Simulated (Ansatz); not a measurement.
Input

```
crystal:
  periodic: [false, false, false]
  atoms:
    - {symbol: N, position_ang: [-0.942202, 1.392529, 0.660835]}
    - {symbol: Si, position_ang: [-0.346916, -0.195119, 0.944602]}
    - {symbol: Si, position_ang: [0.593094, -1.070551, -1.029418]}
    - {symbol: Cl, position_ang: [1.134880, 0.041608, 2.377659]}
    - {symbol: H, position_ang: [-0.972607, 2.066667, 1.410200]}
    - {symbol: H, position_ang: [-1.676124, 1.546358, -0.013191]}
    - {symbol: H, position_ang: [1.754944, -0.282491, -1.524999]}
    - {symbol: H, position_ang: [1.013880, -2.471714, -0.770469]}
    - {symbol: H, position_ang: [-0.470448, -1.073687, -2.072320]}
basis:
  gaussian: {orbitals: def2-TZVPP}
magnetization: {spin_polarized: true, initial_magnetization: 1}
hamiltonian: {xc: pbe0, dispersion: d4}
output: {orbitals: {seedname: orbitals}}
```

Launched as:

```sh
ansatz run in.yaml --threads 4 --pin off --events-out ev --progress --plain --max-ram 10444MiB
```

Geometry: PBE0-D4/def2-TZVP.

Computed with UKS PBE0-D4/def2-TZVPP (Ansatz).

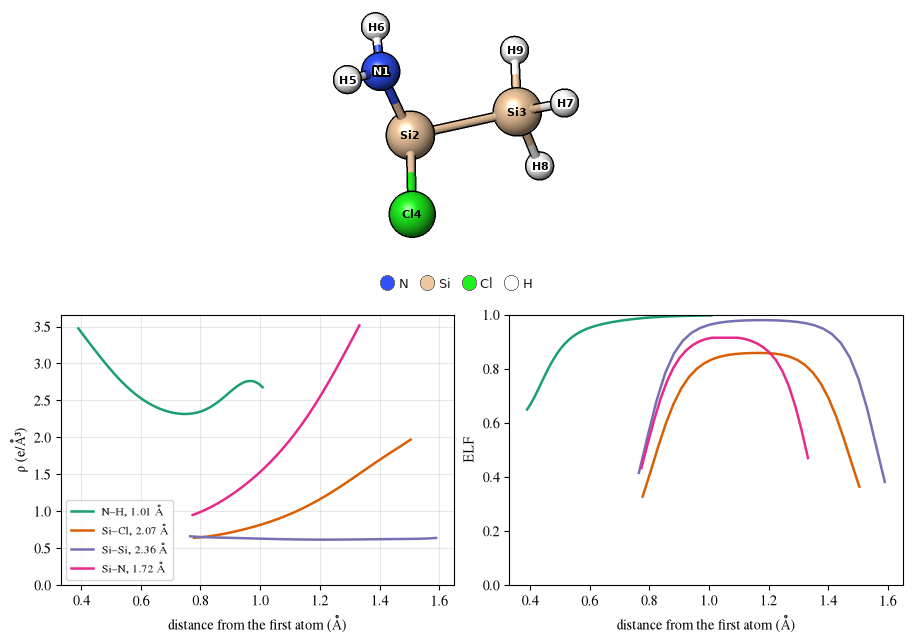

ClH₅NSi₂ (SMILES N[Si]([SiH3])Cl) (doublet). Total electron density and ELF along straight lines between neighbouring atoms. The curves leave out the atomic cores. The structure is drawn too.

> Compare the contacts.

N–H (1.01 Å): ρ is about 2.9 e/Å³ halfway; the ELF climbs to about 1 towards the hydrogen, as it does in any bond to H (a covalent bond by its length).
Si–Cl (2.07 Å): ρ is about 0.86 e/Å³ halfway; the ELF peaks at about 0.85 between the atoms (a polar covalent bond).
Si–Si (2.36 Å): ρ at the midpoint is about 0.62 e/Å³; the ELF peaks at about 1 between the atoms, as expected for a covalent bond.
Si–N (1.72 Å): the density is about 1.1 e/Å³ at the midpoint; the ELF peaks at about 0.90 between the atoms, as expected for a shared but strongly polarised pair.
